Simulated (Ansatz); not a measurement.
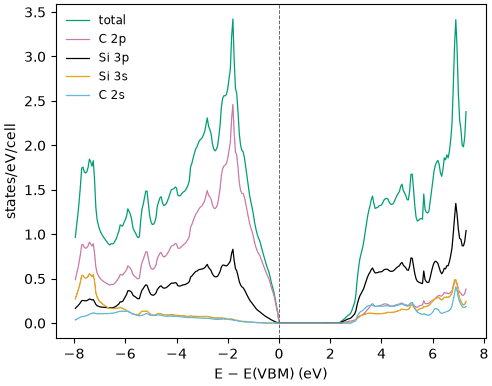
Fig. 1. Total and projected density of states of SiC (wurtzite, P6_3mc), PBE in the plane-wave PAW code Ansatz

**Question.** Which orbitals carry the states next to the gap?

**Answer.** Top 1 eV of the valence band: C 2p 84 %, Si 3p 13 %. Bottom 1 eV of the conduction band: Si 3p 44 %, C 2s 14 %, C 2p 12 %, Si 3s 10 %, outside the projected shells 20 %. Projections are on Löwdin-orthogonalised atomic valence shells; empty p or d shells of many metals are not among them.

**Question.** Where is the tallest occupied peak in this window, and what makes it?

**Answer.** Near -1.8 eV, about 3.4 states/eV per cell; the largest projected share is C 2p.

The PBE relaxation kept the symmetry of its start.

Potentials: the later of the program's two PAW sets.
